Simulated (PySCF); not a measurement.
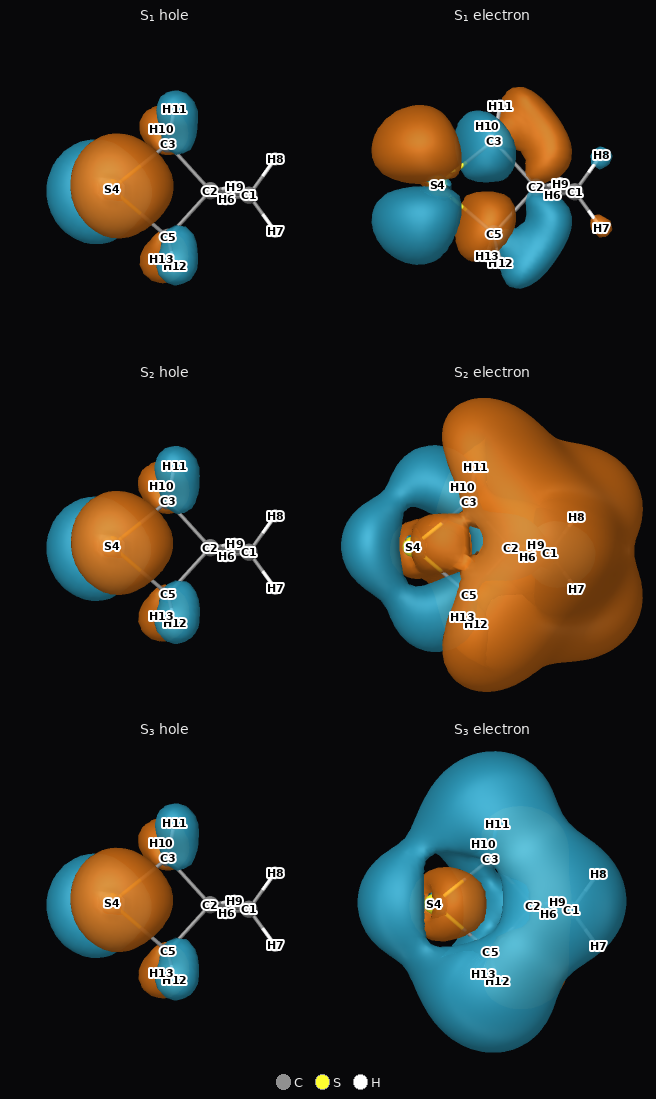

C₄H₈S, SMILES `CC1CSC1`. Leading natural transition orbitals (TDA singlet states).

Level of theory: PBE0/def2-SVP (PySCF), at a geometry from GFN2-xTB. No frequency check shows the geometry to be a minimum. GFN2-xTB bond lengths at metals and heavier atoms can be off by up to 0.1 Å and shapes distorted, which carries into these values. Without diffuse functions Rydberg states are missing, so the states' numbers hold for this basis only.

Cartesian coordinates (Å):

```
C1      -2.1725   -0.0003    0.2509
C2      -0.8265    0.0005   -0.4526
C3       0.1202    1.1376   -0.0499
S4       1.5457   -0.0002    0.1143
C5       0.1197   -1.1376   -0.0503
H6      -2.0387   -0.0007    1.3308
H7      -2.7435   -0.8828   -0.0271
H8      -2.7431    0.8840   -0.0268
H9      -0.9783    0.0008   -1.5352
H10     -0.1188    1.5855    0.9134
H11      0.2829    1.9151   -0.7921
H12      0.2821   -1.9149   -0.7927
H13     -0.1195   -1.5856    0.9129
```

Question: Describe these excited states.

Answer: By state:
- S₁: 5.03 eV (247 nm), f = 0.000 (very weak); the leading pair carries 100 %; hole on S4 (79 %) and C3 and C5 (5 % each), electron on S4 (56 %) and C3 and C5 (15 % each); their centroids lie 0.3 Å apart.
- S₂: 6.50 eV (191 nm), f = 0.001 (very weak), partly diffuse acceptor orbital, which a basis without diffuse functions describes poorly; the leading pair carries 100 %; hole on S4 (76 %) and C3 and C5 (6 % each), electron on S4 (13 %), C3 and C5 (11 % each) and H9 (10 %) (atom shares of so diffuse an orbital are rough); their centroids lie 2.0 Å apart.
- S₃: 7.09 eV (175 nm), f = 0.001 (very weak); the leading pair carries 100 %; hole on S4 (77 %) and C3 and C5 (6 % each), electron on S4 (19 %), C3 and C5 (15 % each) and H11 and H12 (11 % each); their centroids lie 1.3 Å apart.
